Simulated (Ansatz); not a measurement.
**CH3FOSn (SMILES C[O][Sn][F]): density, localisation and related maps**

Input

```
crystal:
  periodic: [false, false, false]
  atoms:
    - {symbol: C, position_ang: [0.590181, 0.546637, 1.278871]}
    - {symbol: F, position_ang: [0.880733, -1.176790, -1.286289]}
    - {symbol: O, position_ang: [1.898171, 0.065460, 1.140828]}
    - {symbol: Sn, position_ang: [2.594755, -1.078459, -0.324666]}
    - {symbol: H, position_ang: [0.155754, 0.199599, 2.233938]}
    - {symbol: H, position_ang: [-0.071526, 0.218991, 0.458117]}
    - {symbol: H, position_ang: [0.591406, 1.651527, 1.302791]}
basis:
  gaussian:
    orbitals: def2-TZVPD
hamiltonian:
  xc: {name: PBE0}
output: {forces: true, orbitals: {seedname: orbitals}}
```

Run with:

```sh
ansatz run input.yaml --threads 2 --pin off --max-ram 4350MiB --events-out events.jsonl --progress --plain --runs-dir runs
```

Geometry: PBE0-D3(BJ)/def2-SVP; core potentials replace the inner electrons of Sn.

Theory: Ansatz, isolated molecule in a Gaussian basis; Kohn-Sham density functional theory, functional PBE0.

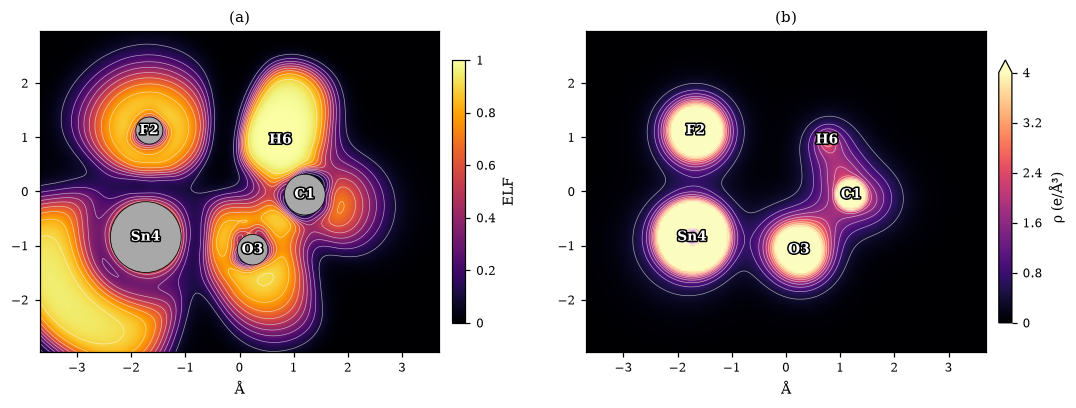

Figure 1. (a) electron localisation function; (b) electron density on the plane of atoms C1, O3 and Sn4. Grey discs cover the atomic cores in the ELF map.

**What do the fields say about this system?**

- The section cuts through C, F, O, Sn and H sites.
- C–O (1.40 Å): ρ at the midpoint is about 2.1 e/Å³, with its minimum of 1.8 e/Å³ about 0.5 Å from C; the ELF peaks at about 0.85 between the atoms; a shared but strongly polarised pair.
- Sn–F (1.97 Å): the density is about 0.74 e/Å³ at the midpoint; the ELF peaks at about 0.80 in the valence shell of F, 0.5 Å from its nucleus, and drops to about 0.15 between the two atoms.
- Sn–O (1.99 Å): ρ is about 0.78 e/Å³ halfway; the ELF peaks at about 0.85 in the valence shell of O, 0.6 Å from its nucleus, and drops to about 0.15 between the two atoms.
- C–H (1.10 Å): ρ is about 2 e/Å³ halfway; the ELF climbs to about 1 towards the hydrogen, as it does in any bond to H; an ordinary covalent bond to hydrogen.
- The ELF also peaks beside O3 and F2, away from the bonds: lone-pair regions.

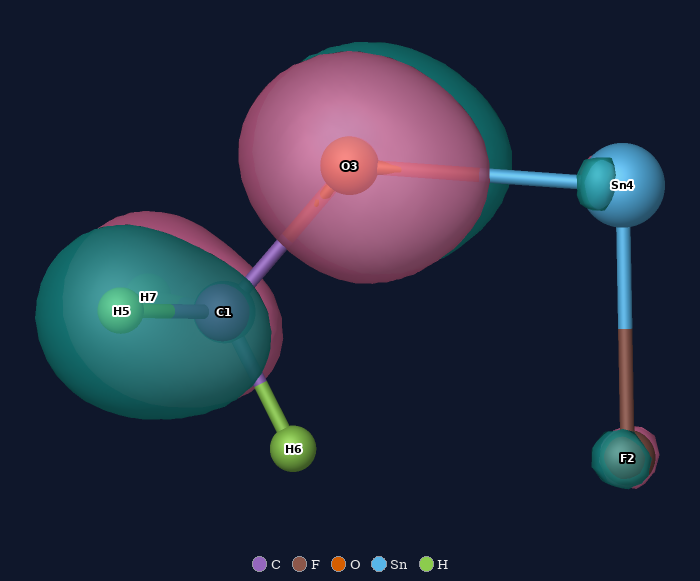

Figure 2. The HOMO−1 at ±0.15 Å⁻³ᐟ² (teal and pink are the two phases), seen across its widest extent.

**What is the character of this orbital?**

By Hirshfeld shares it lies mainly on O3 (about 55 %), C1 (about 15 %), Sn4 (about 10 %), H5 (about 10 %) and H7 (about 10 %). Its energy is −7.90 eV.

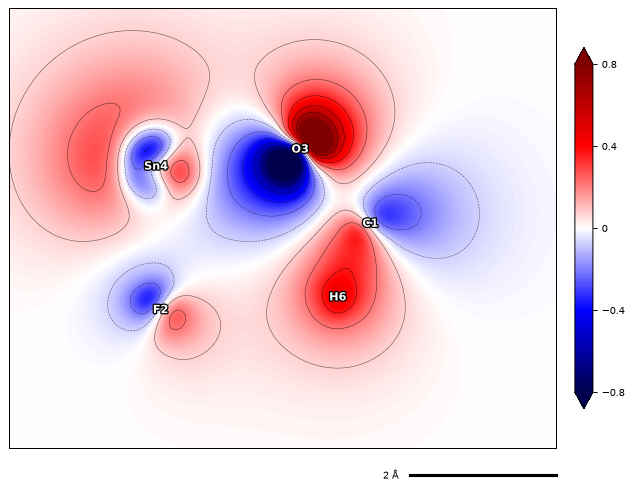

Figure 3. The HOMO on the plane of atoms F2, Sn4 and O3 (values in Å⁻³ᐟ²; the overall sign is arbitrary).

**What is the character of this orbital?**

Its weight (Hirshfeld) is mainly on O3 (about 45 %), Sn4 (about 30 %), C1 (about 10 %) and H6 (about 5 %). Its energy is −7.85 eV.
